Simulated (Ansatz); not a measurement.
# La3AlN (Pm-3m): phonons and vibrational spectra, part 2 of 2

Wanted: vibrations and spectra of La3AlN (Pm-3m); the cell is already relaxed. After the zone centre comes a 2×2×2 q mesh on a 8×8×8 k mesh.

Ansatz 0.2.0; DFT PBEsol, scalar-relativistic, plane waves, PAW; PAW set soft_1.

So far. Step 2 (Linear response at the zone centre): Before it was imposed, the acoustic sum rule was missed by 3.8e-5 eV/Å². Small misses are needed for a sound result but don't prove that mesh and cutoff are converged. The lowest optical mode is real, 73.0 cm⁻¹.

### 3. The dispersion (continued)

The partial phonon density of states has structure finer than the step of the table below, so its rows give means over 25 cm⁻¹, whole bins alone (the curve runs from -10 to 406 cm⁻¹). Peaks (cm⁻¹: height): Al 168.1: 0.236; La 76.4: 0.130, 100.0: 0.0989; N 335.7: 0.0292, 359.2: 0.0424.

Phonopy on the run's constants, 11x11x11 mesh, Gaussian sigma 3.0 cm-1. Interpolated from a 2×2×2 q mesh. Partial phonon density of states against wavenumber; means over each step; values in 1/cm⁻¹/cell:

| wavenumber (cm⁻¹) | Al | La | N |
| --- | --- | --- | --- |
| 25 | 2.7e-4 | 0.0123 | 1.4e-4 |
| 50 | 0.00110 | 0.0762 | 6.3e-4 |
| 75 | 0.00104 | 0.0981 | 3.1e-4 |
| 100 | 5.0e-4 | 0.0838 | 3.6e-4 |
| 125 | 2.0e-4 | 0.0479 | 8.9e-4 |
| 150 | 0.0188 | 0.0261 | 3.0e-4 |
| 175 | 0.0974 | 0.0121 | 4.8e-4 |
| 200 | 1.1e-4 | 7.2e-4 | 1.4e-6 |
| 225 | 0 | 0 | 0 |
| 250 | 0 | 4.4e-6 | 5.1e-5 |
| 275 | 5.5e-6 | 6.5e-4 | 0.00924 |
| 300 | 5.8e-5 | 0.00111 | 0.0245 |
| 325 | 1.1e-4 | 6.6e-4 | 0.0269 |
| 350 | 1.5e-4 | 2.3e-4 | 0.0311 |
| 375 | 1.2e-4 | 3.4e-5 | 0.0249 |

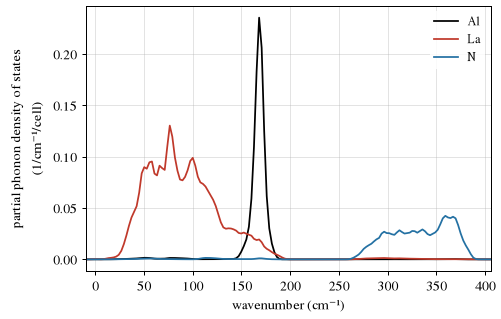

Partial phonon density of states against wavenumber.

Harmonic thermodynamic functions per atom, from the density of states. Interpolated from a 2×2×2 q mesh. Thermodynamic functions, by row:

| T (K) | F_vib (meV/atom) | S (J/mol-atom/K) | C_V (J/mol-atom/K) |
| --- | --- | --- | --- |
| 0 | 28.53 | 0 | 0 |
| 50 | 27.51 | 6.004 | 10.02 |
| 100 | 21.88 | 15.45 | 17.05 |
| 200 | -1.76 | 29.15 | 21.98 |
| 300 | -37.03 | 38.4 | 23.48 |
| 400 | -80.53 | 45.25 | 24.09 |
| 500 | -130.3 | 50.66 | 24.39 |
| 600 | -185.2 | 55.12 | 24.55 |
| 700 | -244.4 | 58.91 | 24.65 |
| 800 | -307.2 | 62.21 | 24.72 |
| 900 | -373.2 | 65.12 | 24.77 |
| 1000 | -442.1 | 67.73 | 24.8 |

Harmonic mean-square displacement, third of the trace. Interpolated from a 2×2×2 q mesh. Mean square displacements, by row:

| T (K) | La1 U_eq (Å²) | La2 U_eq (Å²) | La3 U_eq (Å²) | Al4 U_eq (Å²) | N5 U_eq (Å²) |
| --- | --- | --- | --- | --- | --- |
| 0 | 0.00159 | 0.00159 | 0.00159 | 0.0039 | 0.00393 |
| 100 | 0.0038 | 0.0038 | 0.0038 | 0.00518 | 0.0046 |
| 300 | 0.01064 | 0.01064 | 0.01064 | 0.01192 | 0.00817 |
| 600 | 0.02113 | 0.02113 | 0.02113 | 0.02309 | 0.01497 |

Symmetry leaves 4 wavevectors to solve. The lowest mode among them, the acoustic zeros apart, lies at q = (-0.5, -0.5, -0.5) and is real, 27.5 cm⁻¹.

### 4. Isotope substitution

An isotope changes the mass and not the force constants, so no new electronic calculation is needed; the shifts show which modes move this element.

The same force constants with the mass of N changed from 14.007 to 15.000 u (phonopy, no LO-TO term). Both lists are sorted by frequency; levels can cross, so a row need not hold one and the same mode. Modes under 3 cm⁻¹ are left out. Isotope shifts, by row, the first 40 of 57 rows:

| q | rank | natural mass (cm⁻¹) | changed mass (cm⁻¹) |
| --- | --- | --- | --- |
| 0 0 0 | 4 | 72.97 | 72.97 |
| 0 0 0 | 5 | 72.97 | 72.97 |
| 0 0 0 | 6 | 72.97 | 72.97 |
| 0 0 0 | 7 | 137.3 | 137.3 |
| 0 0 0 | 8 | 137.3 | 137.3 |
| 0 0 0 | 9 | 137.3 | 137.3 |
| 0 0 0 | 10 | 147.9 | 147.9 |
| 0 0 0 | 11 | 147.9 | 147.9 |
| 0 0 0 | 12 | 147.9 | 147.9 |
| 0 0 0 | 13 | 326.4 | 315.8 |
| 0 0 0 | 14 | 326.4 | 315.8 |
| 0 0 0 | 15 | 326.4 | 315.8 |
| 0 0 -0.5 | 1 | 59.21 | 59.14 |
| 0 0 -0.5 | 2 | 59.21 | 59.14 |
| 0 0 -0.5 | 3 | 69.64 | 69.64 |
| 0 0 -0.5 | 4 | 74.25 | 74.25 |
| 0 0 -0.5 | 5 | 74.25 | 74.25 |
| 0 0 -0.5 | 6 | 88.64 | 88.64 |
| 0 0 -0.5 | 7 | 124.6 | 124.4 |
| 0 0 -0.5 | 8 | 124.6 | 124.4 |
| 0 0 -0.5 | 9 | 125.4 | 125.4 |
| 0 0 -0.5 | 10 | 167.9 | 167.9 |
| 0 0 -0.5 | 11 | 167.9 | 167.9 |
| 0 0 -0.5 | 12 | 184.4 | 184.4 |
| 0 0 -0.5 | 13 | 287.9 | 278.8 |
| 0 0 -0.5 | 14 | 287.9 | 278.8 |
| 0 0 -0.5 | 15 | 386 | 373 |
| 0 -0.5 -0.5 | 1 | 33.42 | 33.42 |
| 0 -0.5 -0.5 | 2 | 76.91 | 76.91 |
| 0 -0.5 -0.5 | 3 | 76.91 | 76.91 |
| 0 -0.5 -0.5 | 4 | 77.34 | 77.34 |
| 0 -0.5 -0.5 | 5 | 77.34 | 77.34 |
| 0 -0.5 -0.5 | 6 | 97.22 | 97.22 |
| 0 -0.5 -0.5 | 7 | 99.82 | 99.82 |
| 0 -0.5 -0.5 | 8 | 108.7 | 108.4 |
| 0 -0.5 -0.5 | 9 | 159.5 | 159.5 |
| 0 -0.5 -0.5 | 10 | 170 | 169.9 |
| 0 -0.5 -0.5 | 11 | 170 | 169.9 |
| 0 -0.5 -0.5 | 12 | 175 | 175 |
| 0 -0.5 -0.5 | 13 | 265.3 | 257.2 |

A mode of this element alone would shift by -3.37 %. The highest zone-centre frequency without the field goes from 326.4 to 315.8 cm⁻¹ (-3.2 %). The product of the frequency ratios over all optical modes at Γ is 0.905; the product rule, (m/m′)^(3k/2) (M′/M)^(3/2) with k = 1 such atoms and M the mass of the cell, gives 0.905.

### 5. Outcome

```
space group (within 0.01 Å)                             : Pm-3m
volume per atom                                         : 25.4 Å³
electronic character                                    : no gap on this mesh
highest optical mode at the zone centre (no LO-TO term) : 326 cm⁻¹
lowest optical zone-centre mode                         : 73.0 cm⁻¹
lowest mode on the q mesh (acoustic modes at Γ apart)   : 27.5 cm⁻¹
highest frequency on the path or at a solved wavevector : 386 cm⁻¹
zero-point energy per atom                              : 28.5 meV
heat capacity at 300 K                                  : 23.5 J/(mol atoms K)
vibrational entropy at 300 K                            : 38.4 J/(mol atoms K)
Debye temperature (second moment)                       : 339 K
imaginary modes on the 2×2×2 q mesh                     : none
```

**Reading.** The structure is a minimum as far as tested: no mode is imaginary at the 4 irreducible wavevectors of the 2×2×2 mesh, and the softest away from the acoustic zeros lies at 28 cm⁻¹. The optical modes at Γ span 73 to 326 cm⁻¹. The highest mode in this list at Γ, 326.4 cm⁻¹, is mostly motion of N (96 % of the kinetic energy). On the path and the mesh, the widest gap between branches runs from 193 to 265 cm⁻¹. With no gap, or one that is small against the smearing, the frequencies hang on the k mesh and the smearing, most of all near Kohn anomalies. The phonon runs are without spin polarisation, although the cell has an odd electron count. Spin-orbit coupling is left out, which can matter for the heavy elements here. The PAW files were made for PBE and serve the other functionals too. A phonon run warned that its eigensolver left some bands unconverged in a pass. These are harmonic frequencies at zero temperature: anharmonic shifts, linewidths and thermal expansion are left out.

[Logs are printed without paths, hosts, clocks, repeated set-up lines and the standing remarks that a program may print on its own settings, such as how far it seeks lower states.]

[Hosts, paths, dates, database ids (printed as entryN), source tags and the programs' standing remarks are cut or masked in the printed files.]
